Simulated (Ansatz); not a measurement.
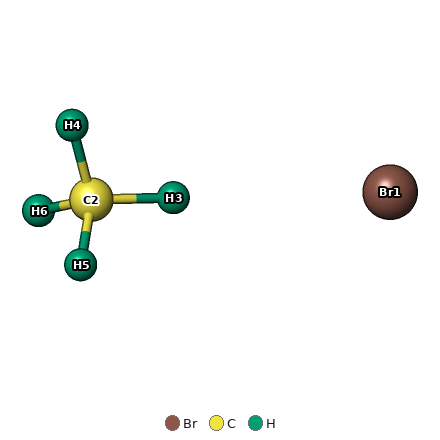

The system is the pair Br···CH₄, charge −1; the picture shows the reference structure. 
- The turn is about an axis along (0.11, −0.99, −0.00) in the frame of the relaxed pair, normal to the line between the partners.
- The first coordinate is: distance H3···Br1; the second: turn of Br1 about H3.
- The scan uses a 13 × 13 grid.
- Points are written as (first, second).
- Energies: kJ/mol, counted from the lowest grid point.
- Method: Ansatz, RKS B3LYP-D4/def2-TZVPD.

Its coordinates:

```yaml
atoms:
  - { symbol: Br, position_ang: [0.1627, 0.0194, -3.3165] }
  - { symbol: C, position_ang: [-0.0324, -0.0039, 0.6609] }
  - { symbol: H, position_ang: [0.0228, 0.0029, -0.4301] }
  - { symbol: H, position_ang: [-1.0217, -0.3393, 0.9772] }
  - { symbol: H, position_ang: [0.1459, 1.0022, 1.0448] }
  - { symbol: H, position_ang: [0.7227, -0.6813, 1.0636] }
```

Range: distance H3···Br1 from 2.427 to 4.427 Å; turn of Br1 about H3 from −120 to 120°.

> Predict the map.

The lowest grid point is at (2.857 Å, 0°). The energy also falls towards the edge at (4.427 Å, −120°) (0.6 kJ/mol above the lowest) and (4.427 Å, 120°) (4.2 kJ/mol above the lowest), where a further well may lie outside the range. The highest grid point, (2.427 Å, −120°), lies 922 kJ/mol above the lowest.

| turn of Br1 about H3 ↓, distance H3···Br1 → | 2.427 | 2.489 | 2.590 | 2.715 | 2.857 | 3.015 | 3.185 | 3.368 | 3.561 | 3.764 | 3.977 | 4.198 | 4.427 |
| --- | --- | --- | --- | --- | --- | --- | --- | --- | --- | --- | --- | --- | --- |
| 120 | 518 | 450 | 355 | 261 | 181 | 118 | 74 | 43 | 24 | 13 | 7 | 5 | 4 |
| 100 | 160 | 136 | 104 | 74 | 50 | 32 | 20 | 12 | 8 | 6 | 5 | 5 | 6 |
| 80 | 59 | 49 | 37 | 26 | 17 | 11 | 8 | 6 | 5 | 5 | 6 | 7 | 7 |
| 60 | 28 | 23 | 16 | 11 | 8 | 6 | 5 | 5 | 5 | 6 | 6 | 7 | 7 |
| 40 | 14 | 11 | 8 | 5 | 3 | 3 | 3 | 3 | 4 | 5 | 6 | 7 | 7 |
| 20 | 8 | 6 | 3 | 2 | 1 | 1 | 1 | 2 | 3 | 4 | 5 | 6 | 7 |
| 0 | 6 | 4 | 2 | 1 | 0 | 0 | 1 | 2 | 3 | 4 | 5 | 6 | 7 |
| −20 | 8 | 6 | 4 | 2 | 1 | 1 | 1 | 2 | 3 | 4 | 5 | 6 | 7 |
| −40 | 15 | 12 | 8 | 5 | 3 | 3 | 3 | 3 | 4 | 5 | 6 | 6 | 7 |
| −60 | 30 | 25 | 18 | 12 | 8 | 6 | 5 | 4 | 5 | 5 | 6 | 7 | 7 |
| −80 | 71 | 60 | 45 | 31 | 20 | 13 | 8 | 6 | 4 | 4 | 5 | 5 | 6 |
| −100 | 226 | 194 | 149 | 106 | 71 | 44 | 26 | 14 | 7 | 4 | 3 | 3 | 3 |
| −120 | 922 | 792 | 614 | 443 | 302 | 192 | 115 | 64 | 33 | 15 | 5 | 2 | 1 |

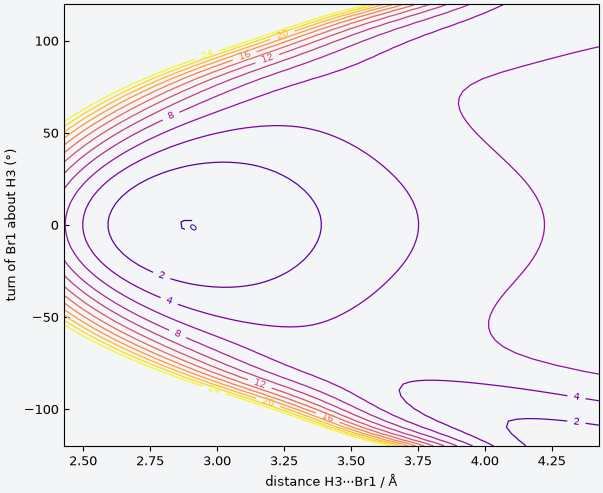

Drawn: contour lines labelled in kJ/mol (none above 24). Between grid points the surface is interpolated.

Each point was launched as `ansatz run input.yaml --threads 1 --pin off --max-ram 2560MiB --backend cpu --events-out ev --progress --plain --runs-dir out`. Time for the 169 points that were run: 11 min on 1 thread of Arm Neoverse V1, with other jobs on the host.
